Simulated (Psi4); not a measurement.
**UMN15/cc-pVTZ (sweep point 9) run of O2F (SMILES [O]OF)**

Aim: the energy change on altering one bond length of O2F at UMN15/cc-pVTZ (sweep point 9), from 2 runs. 

The calculation is run with Psi4 1.11.

1 further run of the same task is left out (it didn't finish).

## 1. The system as given

O2F: 3 atoms, total charge 0, spin state doublet. As SMILES, `[O]OF`. Geometry: relaxed at GFN2-xTB.

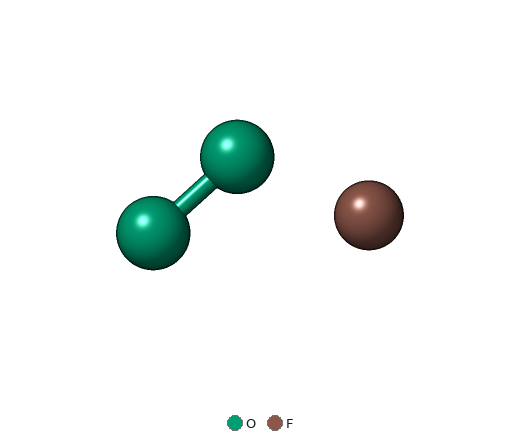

Viewed from a chosen angle; oxygen teal, fluorine brown.

## 2. The energy at UMN15/cc-pVTZ (sweep point 9)

fo2.in reads:

```
memory 1600 MB

molecule {
  0 2
  O      0.949760    -0.292600     0.491570
  O      0.124690     0.486900     0.122000
  F     -1.074440    -0.194290    -0.613560
  units angstrom
  symmetry c1
}

set {
  reference uks
  puream true
  scf_type pk
  dft_radial_points 99
  dft_spherical_points 590
  maxiter 150
}

energy_value, wavefunction = energy("mn15/cc-pVTZ", return_wfn=True)
```

Run with:

```bash
psi4 fo2.in fo2.out -n 1
```

fo2.out:

```text
[...]
  Running in c1 symmetry.
[...]
  Nuclear repulsion =   69.253937683562086
[...]
  Multiplicity = 2
[...]
  Nalpha       = 13
  Nbeta        = 12
[...]
    Number of basis functions: 90
[...]
   @UKS iter   1:  -249.82410601702537   -3.91078e-01   6.06713e-03 ADIIS/DIIS
[...]
   @UKS iter  13:  -249.92024667719076   -2.83650e-08   4.24018e-07 DIIS
[...]
   @S^2 Observed:                7.800370063E-01
[...]
    Orbital Energies [Eh]
    ---------------------
    Alpha Occupied:
       1A    -24.297940     2A    -19.092959     3A    -19.006875
       4A     -1.412792     5A     -1.193101     6A     -0.899705
       7A     -0.673883     8A     -0.664450     9A     -0.649602
      10A     -0.473823    11A     -0.460733    12A     -0.421479
      13A     -0.381060
    Alpha Virtual:
      14A     -0.101203    15A      0.224704    16A      0.520218
      17A      0.521699    18A      0.546594    19A      0.579827
      20A      0.605250    21A      0.644209    22A      0.734664
      23A      0.812614    24A      0.821920    25A      0.867810
[...]
  @UKS Final Energy:  -249.92024667719076
   => Energetics <=
    Nuclear Repulsion Energy =             69.2539376835620857
    One-Electron Energy =                -483.0785423587806235
    Two-Electron Energy =                 179.5305741028962814
    DFT Exchange-Correlation Energy =     -15.6262161048684955
    Empirical Dispersion Energy =           0.0000000000000000
    VV10 Nonlocal Energy =                  0.0000000000000000
    Total Energy =                       -249.9202466771907609
[...]
 Multipole Moments:
 ------------------------------------------------------------------------------------
     Multipole            Electronic (a.u.)      Nuclear  (a.u.)        Total (a.u.)
 ------------------------------------------------------------------------------------
 L = 1.  Multiply by 2.5417464519 to convert [e a0] to [Debye]
 Dipole X            :         -0.5825049            1.1049693            0.5224645
 Dipole Y            :          0.0304221            0.1743288            0.2047509
 Dipole Z            :         -0.0000000            0.0000000           -0.0000000
 Magnitude           :                                                    0.5611524
[...]
```

Run time: 21 s. Hardware: 1 thread of Intel Xeon Platinum 8488C (Sapphire Rapids), shared host; peak memory 0.83 GiB.

## 3. The distorted shape at the same level

input.in reads:

```
memory 1600 MB

molecule {
  0 2
  O      1.362320    -0.682373     0.676366
  O      0.124690     0.486900     0.122000
  F     -1.074440    -0.194290    -0.613560
  symmetry c1
}

set globals {
  basis                cc-pVTZ
  reference            uks
  puream               true
  scf_type             pk
  dft_radial_points    99
  dft_spherical_points 590
  maxiter              150
}

energy_value, wavefunction = energy('mn15', return_wfn=True)
```

Run with:

```bash
psi4 -n 1 input.in input.out
```

input.out:

```text
[...]
  Running in c1 symmetry.
[...]
  Nuclear repulsion =   56.898057474478222
[...]
  Multiplicity = 2
[...]
  Nalpha       = 13
  Nbeta        = 12
[...]
    Number of basis functions: 90
[...]
   @UKS iter   1:  -249.54787971173513   -8.37193e-01   8.37975e-03 ADIIS/DIIS
[...]
   @UKS iter  21:  -249.80002319773394   -4.77212e-08   5.55234e-07 DIIS
[...]
   @S^2 Observed:                1.101881052E+00
[...]
    Orbital Energies [Eh]
    ---------------------
    Alpha Occupied:
       1A    -24.356907     2A    -19.036116     3A    -19.007921
       4A     -1.261374     5A     -1.097631     6A     -0.976701
       7A     -0.583817     8A     -0.549519     9A     -0.536692
      10A     -0.514574    11A     -0.478636    12A     -0.465772
      13A     -0.419748
    Alpha Virtual:
      14A     -0.161055    15A     -0.098448    16A      0.522865
      17A      0.535773    18A      0.549687    19A      0.629725
      20A      0.644229    21A      0.656684    22A      0.736767
      23A      0.797144    24A      0.804222    25A      0.857841
[...]
  @UKS Final Energy:  -249.80002319773394
   => Energetics <=
    Nuclear Repulsion Energy =             56.8980574744782217
    One-Electron Energy =                -458.9450427880291272
    Two-Electron Energy =                 167.7461428612565726
    DFT Exchange-Correlation Energy =     -15.4991807454395758
    Empirical Dispersion Energy =           0.0000000000000000
    VV10 Nonlocal Energy =                  0.0000000000000000
    Total Energy =                       -249.8000231977339354
[...]
 Multipole Moments:
 ------------------------------------------------------------------------------------
     Multipole            Electronic (a.u.)      Nuclear  (a.u.)        Total (a.u.)
 ------------------------------------------------------------------------------------
 L = 1.  Multiply by 2.5417464519 to convert [e a0] to [Debye]
 Dipole X            :         -0.9252673            1.2390953            0.3138279
 Dipole Y            :         -0.0272085            0.0577548            0.0305463
 Dipole Z            :         -0.0000000            0.0000000           -0.0000000
 Magnitude           :                                                    0.3153110
[...]
```

Run time: 30 s. Hardware: 1 thread of Intel Xeon Platinum 8488C (Sapphire Rapids), shared host; peak memory 0.8 GiB.

## 4. Outcome

At UMN15/cc-pVTZ (sweep point 9):

```
                                                         quantity          value
                                        first shape: total energy  -249.92025 Eh
                                       first shape: dipole moment         1.43 D
                  first shape: HOMO energy (highest over α and β)      -10.37 eV
                   first shape: LUMO energy (lowest over α and β)       -3.47 eV
                                                first shape: ⟨S²⟩          0.780
                                    distorted shape: total energy  -249.80002 Eh
                                   distorted shape: dipole moment         0.80 D
              distorted shape: HOMO energy (highest over α and β)      -11.32 eV
               distorted shape: LUMO energy (lowest over α and β)       -4.38 eV
                                            distorted shape: ⟨S²⟩          1.102
energy change with the O1–O2 bond stretched from 1.194 to 1.791 Å       3.271 eV
```

What this shows: With the O1–O2 bond stretched from 1.194 to 1.791 Å the energy rises by 3.27 eV (316 kJ/mol). The first shape isn't relaxed at this level, so the change isn't measured from a minimum. ⟨S²⟩ (distorted shape) is 1.10 where a pure doublet has 0.75: the reference is spin-contaminated.
